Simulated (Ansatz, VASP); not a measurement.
# Cross-check of WS2 (Tungstenite) between VASP and Ansatz

Aim: how closely do two programs agree when they are given the same cell, functional and k mesh?

Main program and level: Ansatz 0.2.0; plane waves, with VASP 6.6.1 beside it; band structure at LDA.

The database entry behind the starting cell differs from later determinations by our own check (an axis about 1.4 % long against later determinations), so it need not match the best structure at ambient conditions.

## 1. The structure

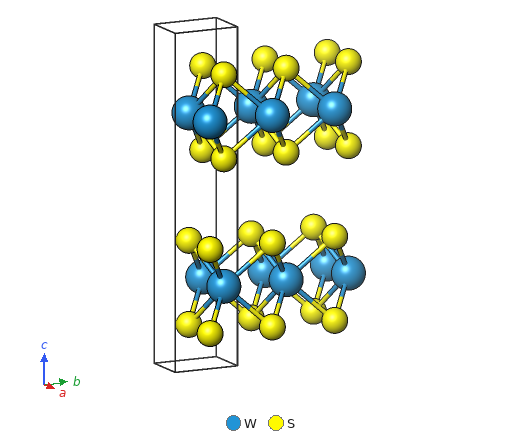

The cell as given, slightly off an axis (tungsten blue, sulfur yellow). 2×3×1 cells are drawn.

## 2. Ansatz: band structure, LDA

Ansatz runs on its default PAW (the set named soft_2) files.

Levels along a path test the potential and the projectors away from the mesh points.

Input file input.yaml:

```yaml
crystal:
  lattice:
    - [3.18, 0.0, 0.0]
    - [-1.59, 2.753960784, 0.0]
    - [0.0, 0.0, 12.5]
  atoms:
    - { symbol: W, position: [0.3333333333, 0.6666666667, 0.25] }
    - { symbol: W, position: [0.6666666667, 0.3333333333, 0.75] }
    - { symbol: S, position: [0.3333333333, 0.6666666667, 0.6260344509] }
    - { symbol: S, position: [0.6666666667, 0.3333333333, 0.1260344509] }
    - { symbol: S, position: [0.3333333333, 0.6666666667, 0.8739655491] }
    - { symbol: S, position: [0.6666666667, 0.3333333333, 0.3739655491] }
hamiltonian:
  xc: lda
  pseudopotentials: { kind: paw }
kpoints:
  mp_grid: { grid: [6, 6, 2] }
  band_path:
    path:
      - [0.0, 0.0, 0.0]
      - [0.13636, 0.0, 0.0]
      - [0.31818, 0.0, 0.0]
      - [0.5, 0.0, 0.0]
      - [0.4697, 0.06061, 0.0]
      - [0.40909, 0.18182, 0.0]
      - [0.34848, 0.30303, 0.0]
      - [0.30303, 0.30303, 0.0]
      - [0.18182, 0.18182, 0.0]
      - [0.06061, 0.06061, 0.0]
      - [0.0, 0.0, 0.0]
      - [0.0, 0.0, 0.18182]
      - [0.0, 0.0, 0.36364]
      - [0.0, 0.0, 0.5]
      - [0.13636, 0.0, 0.5]
      - [0.31818, 0.0, 0.5]
      - [0.5, 0.0, 0.5]
      - [0.4697, 0.06061, 0.5]
      - [0.40909, 0.18182, 0.5]
      - [0.34848, 0.30303, 0.5]
      - [0.30303, 0.30303, 0.5]
      - [0.18182, 0.18182, 0.5]
      - [0.06061, 0.06061, 0.5]
      - [0.5, 0.0, 0.5]
      - [0.5, 0.0, 0.31818]
      - [0.5, 0.0, 0.13636]
      - [0.5, 0.0, 0.0]
      - [0.33333, 0.33333, 0.13636]
      - [0.33333, 0.33333, 0.31818]
      - [0.33333, 0.33333, 0.5]
    npoints: 1
scf:
  occupations: { method: gaussian, width: 0.01 }
  n_extra_bands: 9
output:
  forces: true
  stress: true
  eigenvalues: true
```

Launch:

```
ansatz run input.yaml --threads 4 --pin off --max-ram 9216MiB --backend cpu --events-out ev --progress --plain --runs-dir out
```

Numbers of over 12 decimals in the logs are rounded to 6 here.

Output:

```text
scf.n_extra_bands = 9 over 26 filled bands (N_el = 52.0): the run solves 35 bands
Engine: ansatz 0.2.0, aarch64-unknown-linux-gnu
Pseudopotentials: kind: paw
Pseudopotential: W, paw, valence charge 14, recommended cutoff 420 eV (normal), W.paw.azcp
Pseudopotential: S, paw, valence charge 6, recommended cutoff 420 eV (normal), S.paw.azcp
Functional definition: SPW92
  exchange = slater_x
  correlation = pw_c
Crystal: 6 atoms, lattice volume = 109.470 Å³
Basis set: ecut = 420 eV, 2129 PW (Γ)
Bands: 35, of which v1, the nominal top of the filled ones, is band 26 counted from 1 (25 counted from 0)
Symmetry: 24 space group operations
Space group: P63/mmc (ITA 194), of the structure as read, at distance tolerance 4.8e-5 Å
k-points: 14 of 72
Non-local potential: W, projectors of the file, l = 0: 3, l = 1: 2, l = 2: 2, l = 3: 1
Non-local potential: S, projectors of the file, l = 0: 2, l = 1: 2, l = 2: 2
PAW form: soft (Blöchl's): semilocal exchange-correlation on the pseudo side does not see the compensation charge
PAW frozen core: W, regenerated for the run's functional, and the local potential with it (the file was generated under x = pbe(κ = 0.804, μ = 0.219515), c = pbe(β = 0.066725))
PAW frozen core: S, regenerated for the run's functional, and the local potential with it (the file was generated under x = pbe(κ = 0.804, μ = 0.219515), c = pbe(β = 0.066725))
PAW one-centre angular grid: W, 590 points (default); XC on 64 Gauss nodes
PAW one-centre angular grid: S, 110 points (default); XC on 64 Gauss nodes
Initial density: superposition of atomic densities (neutral atoms: chi_scale 0, normalization atom), corrected by the library's trained network
Initial wavefunctions: pseudopotential atomic-orbital guess
Functional: x = slater, c = lda
SCF iter   1: F=—  HF=-23743.332333 eV  |F-HF|=—  |Δ(HF+E_count)|=         —  Δρ=1.00e-2  dr2=1.81e-1  ethr=1.77e-3  ⟨swp⟩=6.5  Hψ=2286  notcnv=0
preconditioner: auto → Resta (q_TF=auto, 2.410 Å⁻¹)  ε∞=6.6  [insulator: Δε(μ)=0.964 eV  Ē_g=9.031 eV  σ=0.010 eV  W_gap=1.00  n_scr=26 (ndim 8)  ℏωp=21.3 eV  f_vac=0.027  D(μ)=0.00/eV (n_scr^D=0)  ε∞_Penn≈6.6]
SCF iter   2: F=—  HF=-23743.304515 eV  |F-HF|=—  |Δ(HF+E_count)|=   2.78e-2  Δρ=3.95e-3  dr2=8.45e-3  ethr=3.49e-4  ⟨swp⟩=2.2  Hψ=733  notcnv=0  defer=22
SCF iter   3: F=—  HF=-23743.303834 eV  |F-HF|=—  |Δ(HF+E_count)|=   6.81e-4  Δρ=2.22e-3  dr2=2.47e-3  ethr=1.63e-5  ⟨swp⟩=2.1  Hψ=717  notcnv=0  defer=22
SCF iter   4: F=—  HF=-23743.303811 eV  |F-HF|=—  |Δ(HF+E_count)|=   2.30e-5  Δρ=5.77e-4  dr2=2.31e-4  ethr=4.75e-6  ⟨swp⟩=1.4  Hψ=476  notcnv=0  defer=22
SCF iter   5: F=—  HF=-23743.303798 eV  |F-HF|=—  |Δ(HF+E_count)|=   1.29e-5  Δρ=8.11e-5  dr2=1.31e-5  ethr=4.43e-7  ⟨swp⟩=2.4  Hψ=728  notcnv=0  defer=22
SCF iter   6: F=—  HF=-23743.303800 eV  |F-HF|=—  |Δ(HF+E_count)|=   1.90e-6  Δρ=1.16e-5  dr2=2.48e-7  ethr=2.51e-8  ⟨swp⟩=2.1  Hψ=631  notcnv=0  defer=22
SCF iter   7: F=-23743.303800 eV  HF=-23743.303800 eV  |F-HF|=1.17e-9  |Δ(HF+E_count)|=   6.54e-8  Δρ=2.56e-6  dr2=8.32e-9  ethr=1.92e-10  ⟨swp⟩=10.4  Hψ=2022  notcnv=0
SCF 1 converged in 7 iterations: F = -23743.303800 eV  dr2 = 8.32e-9
  greatest PAW one-centre occupation: 1.000 electrons in one spin orbital (limit 2), on the W atom at site 1 (counted from 0), in its partial waves of l = 0
NSCF: frozen V_eff on 30 k-points
SCF converged after 7 iterations
Free energy (F): -23743.303800 eV
Harris-Foulkes:  -23743.303800 eV  (|F-HF|=1.17e-9)
Internal energy: -23743.303800 eV  (E = F + TS)
E sigma→0 (E₀):  -23743.303800 eV
Fermi energy:    11.517517 eV
--- Per-component energies (eV) ---
  E_band       = -409.648368
  E_kinetic    = 1335.044806
  E_local      = -3698.426443  (includes V_loc(G=0)·N_el)
  E_nonlocal   = 130.348102
  E_hartree    = 1469.025645
  E_xc         = -917.396340
  E_vxc        = -831.761582  (∫ρ·V_xc dr)
  E_paw        = -18894.645661  (= ΣΔE_a)
  E_vpaw       = -282.903016  (= ΣTr[D̂ρ^β])
  E_aug_tail   = -0.000130  (compensation charges beyond the density's cutoff)
  E_ewald      = -3168.432875
  E_core_change = 1.179096  (= ΣΔE_core)
  E_smearing   = -0.000000  (= −TS)
  E_closure    = 0.000000  (closes the sum)
  Σ components = -23743.303800   (vs F -23743.303800, Δ=0.00e0)
--- Forces (eV/Å), atoms counted from 1 ---
  atom   1  W     -0.00000000     0.00000000    -0.00000000
  atom   2  W      0.00000000    -0.00000000     0.00000000
  atom   3  S     -0.00000000     0.00000000     0.09554465
  atom   4  S     -0.00000000    -0.00000000     0.09554465
  atom   5  S      0.00000000     0.00000000    -0.09554465
  atom   6  S      0.00000000    -0.00000000    -0.09554465
  max |Σ_I F_I| component: 1.85e-17 eV/Å
--- Stress (GPa, compression-positive) ---
       -5.426825       0.000000       0.000000
        0.000000      -5.426825      -0.000000
        0.000000      -0.000000      -2.028478
  P = ⅓ Tr σ = -4.2940 GPa (-42.940 kbar)
--- Band table (eV; the first three rows and the last of 14) ---
  k-point 0: bands = [... 22 lower, 8.6709, 9.4796, 9.8910, 11.0283, 13.2226, 13.2226, 13.2284, 13.2284, ... 5 higher]
  k-point 1: bands = [... 22 lower, 8.6510, 8.6510, 10.7197, 10.7197, 13.2205, 13.2205, 13.2205, 13.2205, ... 5 higher]
  k-point 2: bands = [... 22 lower, 8.6920, 9.5798, 9.8129, 10.1994, 12.5533, 13.0109, 13.0432, 13.2013, ... 5 higher]
  k-point 13: bands = [... 22 lower, 8.0228, 8.0228, 10.2931, 10.2931, 12.0712, 12.0712, 13.6073, 13.6073, ... 5 higher]
```

Run time: 1.6 s. Hardware: 4 threads of Arm Neoverse V1, shared host; peak memory 0.41 GiB.

In the SCF lines HF is the Harris–Foulkes energy and dr2 the Hartree energy of the density residual, in eV; the loop may stop once dr2 is under the threshold and the program's other checks hold. Hψ counts applications of the Hamiltonian.

## 3. VASP: band structure, LDA

The same cell, functional (in two slightly different forms), mesh and smearing now go to VASP, with its own data sets and cutoff.

Lines of VASP's logs that name or quote its potential files are left out, and so is its time.

Input file INCAR:

```
SYSTEM = WS2
PREC = Accurate
ENCUT = 340
EDIFF = 1E-08
NELM = 100
ISMEAR = 0
SIGMA = 0.01
LREAL = .FALSE.
ALGO = Normal
GGA = CA
NBANDS = 32
LASPH = .TRUE.
LORBIT = 11
LWAVE = .TRUE.
LCHARG = .FALSE.
KPAR = 8
```

Input file POSCAR:

```
WS2
1.0
    3.1800000000      0.0000000000      0.0000000000
   -1.5900000000      2.7539607840      0.0000000000
    0.0000000000      0.0000000000     12.5000000000
W S
2 4
Direct
    0.3333333333      0.6666666667      0.2500000000
    0.6666666667      0.3333333333      0.7500000000
    0.3333333333      0.6666666667      0.6260344509
    0.6666666667      0.3333333333      0.1260344509
    0.3333333333      0.6666666667      0.8739655491
    0.6666666667      0.3333333333      0.3739655491
```

Input file KPOINTS:

```
Automatic mesh
0
Gamma
6 6 2
0 0 0
```

Input file KPOINTS_OPT:

```
Line mode
12
Line-mode
Reciprocal
  0.00000000   0.00000000   0.00000000 GAMMA
  0.50000000   0.00000000   0.00000000 M

  0.50000000   0.00000000   0.00000000 M
  0.33333333   0.33333333   0.00000000 K

  0.33333333   0.33333333   0.00000000 K
  0.00000000   0.00000000   0.00000000 GAMMA

  0.00000000   0.00000000   0.00000000 GAMMA
  0.00000000   0.00000000   0.50000000 A

  0.00000000   0.00000000   0.50000000 A
  0.50000000   0.00000000   0.50000000 L

  0.50000000   0.00000000   0.50000000 L
  0.33333333   0.33333333   0.50000000 H

  0.33333333   0.33333333   0.50000000 H
  0.00000000   0.00000000   0.50000000 A

  0.50000000   0.00000000   0.50000000 L
  0.50000000   0.00000000   0.00000000 M

  0.33333333   0.33333333   0.00000000 K
  0.33333333   0.33333333   0.50000000 H
```

Potentials, in the order of the species: W_sv_GW and S_GW (LDA family, release 64).

Launch:

```
mpirun -np 8 vasp_std
```

Output:

```text
[banner, memory and clock lines left out]
running    8 mpi-ranks, on    1 nodes
 distrk:  each k-point on    1 cores,    8 groups
 distr:  one band on    1 cores,    1 groups

 POSCAR found type information on POSCAR W S
 POSCAR found :  2 types and       6 ions
|                                                                             |
|           W    W    AA    RRRRR   N    N  II  N    N   GGGG   !!!           |
|           W    W   A  A   R    R  NN   N  II  NN   N  G    G  !!!           |
|           W    W  A    A  R    R  N N  N  II  N N  N  G       !!!           |
|           W WW W  AAAAAA  RRRRR   N  N N  II  N  N N  G  GGG   !            |
|           WW  WW  A    A  R   R   N   NN  II  N   NN  G    G                |
|           W    W  A    A  R    R  N    N  II  N    N   GGGG   !!!           |
|                                                                             |
|     For optimal performance we recommend to set                             |
|       NCORE = 2 up to number-of-cores-per-socket                            |
|     NCORE specifies how many cores store one orbital (NPAR=cpu/NCORE).      |
|     This setting can greatly improve the performance of VASP for DFT.       |
|     The default, NCORE=1 might be grossly inefficient on modern             |
|     multi-core architectures or massively parallel machines. Do your        |
|     Unfortunately you need to use the default for GW and RPA                |
|     calculations (for HF NCORE is supported but not extensively tested      |
|     yet).                                                                   |
|                                                                             |

 LDA part: xc-table for (Slater(with rela. corr.)+CA(PZ))
 , standard interpolation
 POSCAR, INCAR and KPOINTS ok, starting setup
 FFT: planning ... GRIDC
 FFT: planning ... GRID_SOFT
 FFT: planning ... GRID
 WAVECAR not read
 entering main loop
       N       E                     dE             d eps       ncg     rms          rms(c)
DAV:   1     0.342291568351E+03    0.34229E+03   -0.24062E+04  1048   0.109E+03
DAV:   2    -0.364363141901E+02   -0.37873E+03   -0.37214E+03  1192   0.320E+02
DAV:   3    -0.610590602773E+02   -0.24623E+02   -0.24546E+02  1136   0.822E+01
DAV:   4    -0.619547566398E+02   -0.89570E+00   -0.89514E+00  1296   0.157E+01
DAV:   5    -0.619671755239E+02   -0.12419E-01   -0.12416E-01  1176   0.200E+00    0.105E+02
DAV:   6    -0.570139969338E+02    0.49532E+01   -0.27083E+01  1016   0.214E+01    0.981E+01
DAV:   7    -0.573225072150E+02   -0.30851E+00   -0.12103E+01  1096   0.149E+01    0.769E+00
DAV:   8    -0.565000450967E+02    0.82246E+00   -0.35381E+00  1128   0.826E+00    0.146E+00
DAV:   9    -0.565221726868E+02   -0.22128E-01   -0.28550E-01  1152   0.234E+00    0.136E+00
DAV:  10    -0.565195259775E+02    0.26467E-02   -0.14771E-02  1152   0.648E-01    0.696E-01
DAV:  11    -0.565185548369E+02    0.97114E-03   -0.32629E-03  1176   0.270E-01    0.659E-01
DAV:  12    -0.565185540669E+02    0.76999E-06   -0.61082E-04  1160   0.125E-01    0.412E-01
DAV:  13    -0.565185463200E+02    0.77469E-05   -0.61931E-05  1312   0.310E-02    0.132E-01
DAV:  14    -0.565185486716E+02   -0.23516E-05   -0.82257E-06  1160   0.143E-02    0.388E-02
DAV:  15    -0.565185477109E+02    0.96075E-06   -0.59436E-06  1216   0.111E-02    0.127E-02
DAV:  16    -0.565185478632E+02   -0.15236E-06   -0.75812E-07  1112   0.433E-03    0.999E-03
DAV:  17    -0.565185477639E+02    0.99320E-07   -0.13084E-07  1096   0.154E-03    0.260E-03
DAV:  18    -0.565185477628E+02    0.11523E-08   -0.16633E-08   824   0.683E-04
   1 F= -.56518548E+02 E0= -.56518548E+02  d E =-.152254E-66
 Start KPOINTS_OPT (optional k-point list driver)
k-point batch [1-14\108]
       N       E                     dE             ncg
DAV:   1    -0.256467627806E+04   -0.14791E+05     1048
DAV:   2    -0.799334001097E+04   -0.54287E+04     1208
DAV:   3    -0.834226742388E+04   -0.34893E+03     1128
DAV:   4    -0.835671999225E+04   -0.14453E+02     1304
DAV:   5    -0.835695020843E+04   -0.23022E+00     1160
DAV:   6    -0.835695832168E+04   -0.81133E-02     1336
DAV:   7    -0.835695859996E+04   -0.27828E-03     1216
DAV:   8    -0.835695861115E+04   -0.11191E-04     1376
DAV:   9    -0.835695861155E+04   -0.39572E-06     1040
DAV:  10    -0.835695861157E+04   -0.19087E-07      776
DAV:  11    -0.835695861157E+04   -0.50386E-09      752
[...]
k-point batch [99-108\108]
       N       E                     dE             ncg
DAV:   1     0.441965690083E+04   -0.19799E+05      792
DAV:   2     0.911356707283E+03   -0.35083E+04      824
DAV:   3     0.672555715716E+03   -0.23880E+03      824
DAV:   4     0.663947898453E+03   -0.86078E+01      944
DAV:   5     0.663851499994E+03   -0.96398E-01      824
DAV:   6     0.663848601989E+03   -0.28980E-02      952
DAV:   7     0.663848539367E+03   -0.62622E-04      920
DAV:   8     0.663848536574E+03   -0.27935E-05     1000
DAV:   9     0.663848536541E+03   -0.33175E-07      632
DAV:  10     0.663848536539E+03   -0.16271E-08      560
 writing wavefunctions
```

(Part 1 of 2 ends here.)

[Lines on the potential files, build, host, timing and source positions are cut from VASP's logs without a mark.]

[Logs are printed without paths, hosts, clocks, repeated set-up lines and the standing remarks that a program may print on its own settings, such as how far it seeks lower states.]

[Hosts, paths, dates, database ids (printed as entryN), source tags and the programs' standing remarks are cut or masked in the printed files.]
